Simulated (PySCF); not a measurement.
## A study: C4H7O, doublet, SMILES `O[CH]C1CC1`

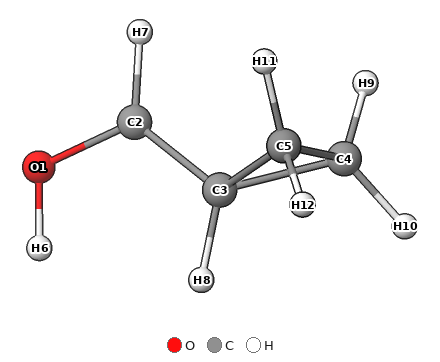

The molecule, with its atoms numbered as below. No frequency check shows the geometry to be a minimum.

Cartesian coordinates (Å):

```
O1      -2.2132   -0.0014    0.0742
C2      -0.9428    0.0037   -0.4420
C3       0.2400   -0.0003    0.3806
C4       1.4929   -0.7469   -0.0533
C5       1.4939    0.7458   -0.0482
H6      -2.1665   -0.0054    1.0372
H7      -0.9159    0.0077   -1.5138
H8       0.0366   -0.0038    1.4478
H9       1.4640   -1.2505   -1.0067
H10      2.0584   -1.2673    0.7044
H11      1.4656    1.2560   -0.9981
H12      2.0600    1.2603    0.7130
```

## 1. Bonding charge

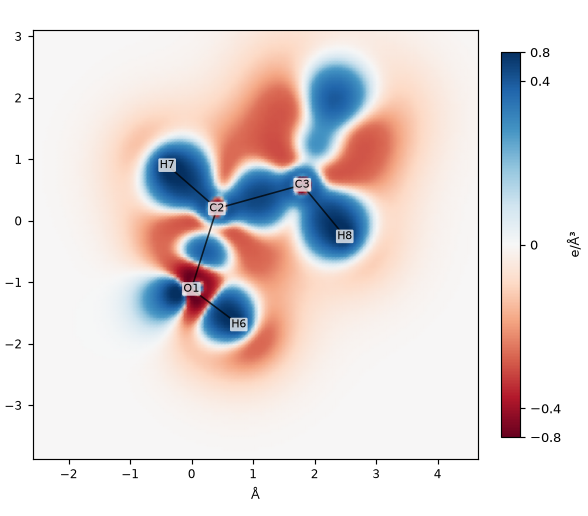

Deformation density (molecule less spherical, spin-averaged free atoms) in the plane of O1, C2, C3, H6, H7 and H8; colour scale in e/Å³, logarithmic beyond ±0.1; blue: gain, red: loss.

PySCF calculation, B3LYP/6-311G**, gas phase; geometry: GFN2-xTB. The stability of the open-shell solution wasn't checked. GFN2-xTB doesn't know the spin state, so this open-shell geometry is rough.

Question: How much density has each bond in this plane gained at its critical point, relative to the free atoms?

Answer: O1–H6: +0.84 e/Å³ at the bond critical point (bond length 0.96 Å, Mayer order 1.0). C2–H7: +0.75 e/Å³ at the bond critical point (bond length 1.07 Å, Mayer order 1.0). C3–H8: +0.69 e/Å³ at the bond critical point (bond length 1.09 Å, Mayer order 1.0). C2–C3: +0.56 e/Å³ at the bond critical point (bond length 1.44 Å, Mayer order 1.1). O1–C2: +0.07 e/Å³ at the bond critical point (bond length 1.37 Å, Mayer order 1.1); up to 0.6 Å beside the axis the gain reaches +0.34 e/Å³. In all, 2.5 electrons gather in the regions of gain relative to the promolecule. A small or negative value marks a very polar bond, one between electron-rich atoms, whose free-atom densities already overlap strongly, a long bond to a heavier atom, or a closed-shell contact such as a hydrogen bond.

Question: Where do the Hirshfeld charges lie?

Answer: The highest Hirshfeld charge is on H6 (+0.17 e), the lowest on O1 (−0.20 e).

## 2. Bond critical points

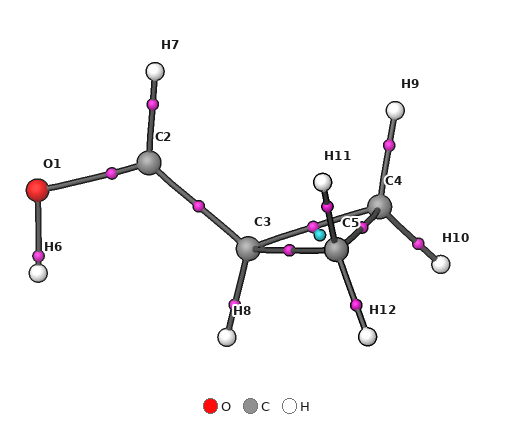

Molecular graph of the electron density (QTAIM): bond paths, bond critical points (magenta), ring points (cyan, if any); weak paths are dashed.

Question: How many critical points of each kind are there, and does the count close?

Answer: 12 nuclei, 12 bond, 1 ring and 0 cage critical points: 12 − 12 + 1 − 0 = 1, as the Poincaré–Hopf relation requires.

Question: Give the properties at the bond critical points.

Answer:
```tsv
bond	length (Å)	ρ (a.u.)	∇²ρ (a.u.)	ε	H (a.u.)
O1–H6	0.964	0.366	−2.49	0.02	−0.696
C2–H7	1.072	0.288	−0.99	0.10	−0.293
C2–C3	1.441	0.283	−0.73	0.18	−0.262
C4–H9 (2 alike)	1.079	0.282	−0.96	0.03	−0.283
C5–H12 (2 alike)	1.079	0.282	−0.95	0.03	−0.282
C3–H8	1.086	0.278	−0.93	0.03	−0.276
O1–C2	1.371	0.273	−0.19	0.25	−0.381
C4–C5	1.493	0.242	−0.46	0.40	−0.203
C3–C5 (2 alike)	1.521	0.229	−0.38	0.52	−0.181
```

Question: What kind of interaction is C4–H9?

Answer: Shared-shell (covalent): ρ = 0.282, ∇²ρ = −0.96, H = −0.283 a.u.

## 3. Local ionisation energy

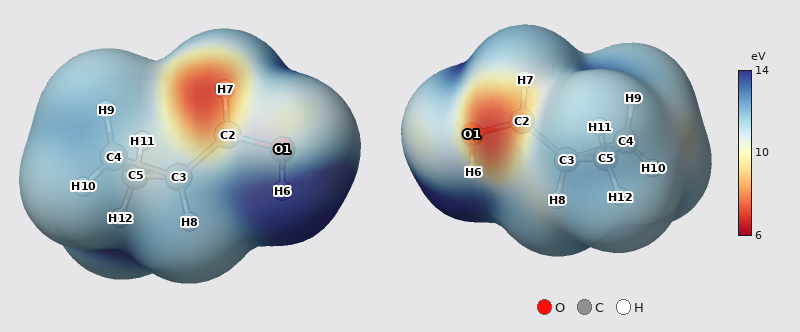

Average local ionisation energy on the surface of electron density 0.001 a.u. (back view left, front view right).

Question: Where are the most loosely bound electrons on this surface?

Answer: The lowest value is 7.0 eV, over C2, off the plane of its three bonds (2.0 Å), and at like points elsewhere. Further minima include 10.4 eV, off the C4–C5 bond (2.1 Å from its atoms); 11.3 eV, 1.4 Å from H10, and at like points elsewhere. For comparison, the highest occupied orbital lies at −3.8 eV.

## 4. Spin density

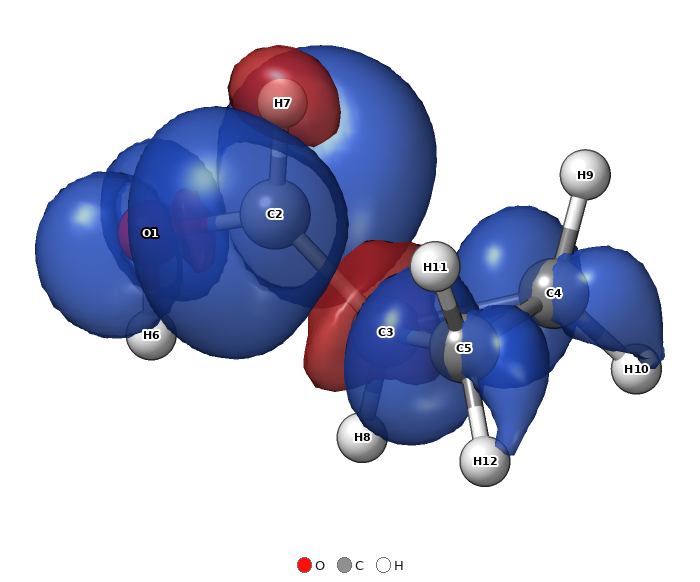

Spin density ρα − ρβ at ±0.01 e/Å³ (blue: excess α, red: excess β).

Question: Where is the unpaired spin?

Answer: Hirshfeld spin populations: C2 +0.59, O1 +0.17, C4 and C5 +0.06, H7 +0.04 and C3 +0.04. ⟨S²⟩ = 0.75, as for a pure state. The picture also shows regions of β spin from spin polarisation; the Hirshfeld sums, whose atoms overlap, net them against the α spin of neighbours.

## 5. Removing or adding an electron

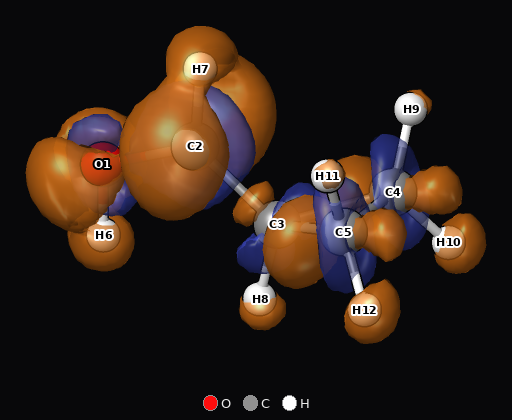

Fukui function f⁻ = ρ(N) − ρ(N−1) at fixed geometry, surfaces at ±0.03 e/Å³ (orange positive, blue negative).

PySCF calculation, CAM-B3LYP/6-31+G*, gas phase; geometry: GFN2-xTB. GFN2-xTB doesn't know the spin state, so this open-shell geometry is rough.

Question: Which atoms respond most to the removal of an electron?

Answer: f⁻ (Hirshfeld-condensed) is largest on C2 (0.28) and O1 (0.17); the vertical ionisation energy is 6.44 eV (to the singlet cation, which needn't be its lowest state). Condensed values hint at sites of electrophilic attack but needn't mark the atom that reacts. Orbital relaxation makes it negative in places (0.25 e in all).

```
atom     f⁻  charge
  O1  +0.17   −0.21
  C2  +0.28   −0.01
  C3  +0.04   −0.07
  C4  +0.08   −0.08
  C5  +0.08   −0.08
  H6  +0.06   +0.18
  H7  +0.09   +0.05
  H8  +0.04   +0.05
  H9  +0.04   +0.05
 H10  +0.05   +0.05
 H11  +0.04   +0.05
 H12  +0.05   +0.05
```

The PySCF runs shown took 34 s and 53 s on 1 thread of Arm Neoverse V1, with other jobs on the host.
